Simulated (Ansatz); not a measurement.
CsBr (CsCl type), generalised stacking-fault energy along a line

Generalised stacking fault of CsBr (CsCl type) on the {110} plane. The cell below holds the perfect crystal with the plane normal along z; tilting its third vector by the shift puts one fault into each cell, between planes 3.10 Å apart, at fixed cell height.

```
CELL_PARAMETERS angstrom
      4.38897     0.00000     0.00000
      0.00000     6.20695     0.00000
      0.00000     3.10347     9.31042
ATOMIC_POSITIONS crystal
  Cs 0.00000 0.00000 0.83333
  Cs 0.00000 0.33333 0.16667
  Cs 0.00000 0.66667 0.50000
  Br 0.50000 0.50000 0.83333
  Br 0.50000 0.83333 0.16667
  Br 0.50000 0.16667 0.50000
```

In-plane vectors a = (4.389, 0.000) Å, b = (0.000, 6.207) Å, area 27.24 Å². The shift is s times the vector b (length 6.207 Å), so s = 1 restores the start. Atoms relax along the normal only. γ = [E(shift) − E(0)] / area.

All values below come from PBE (plane waves to 420 eV, PAW, scalar-relativistic; Ansatz, an electronic-structure program). k mesh 6×5×5 (Γ-centred), Fermi-Dirac smearing 0.05 eV. E is the zero-smearing estimate. Compression counts positive. Some relaxations began with atoms very close together and may have settled on another branch. Faults lie only 9.3 Å apart, and holding the cell height raises γ above its relaxed value. CsBr was relaxed with its symmetry unable to fall. γ is measured from zero shift.

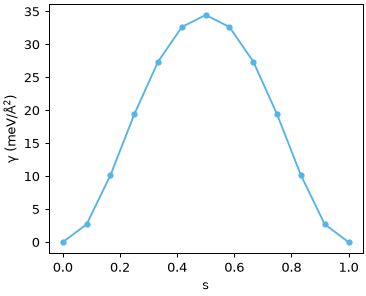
Fig. 1. γ (meV/Å²) against s; one marker a computed point (the last repeats the first, one period on).

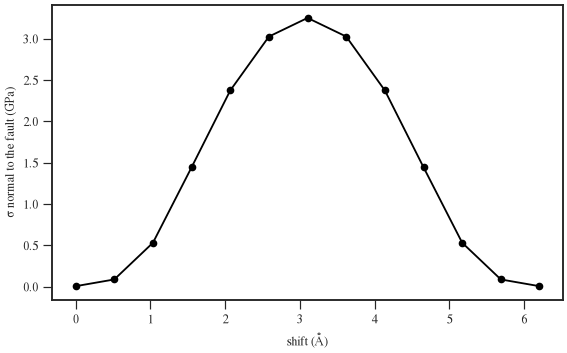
σ normal to the fault (GPa) against shift (Å); computed points joined by lines (the last repeats the first, one period on).

The steepest slope dγ/d(shift) before the first maximum (spline) is 2.9 GPa and the highest computed γ on the line comes out as 552 mJ/m². Position of the highest point: s = 0.500. Local minima between the ends: no computed point is one.

A slope of 1 mJ/m² per Å is 0.01 GPa.

(The slope of γ gives the shear force per area between the displaced halves; near zero shift its curvature is an elastic stiffness.)
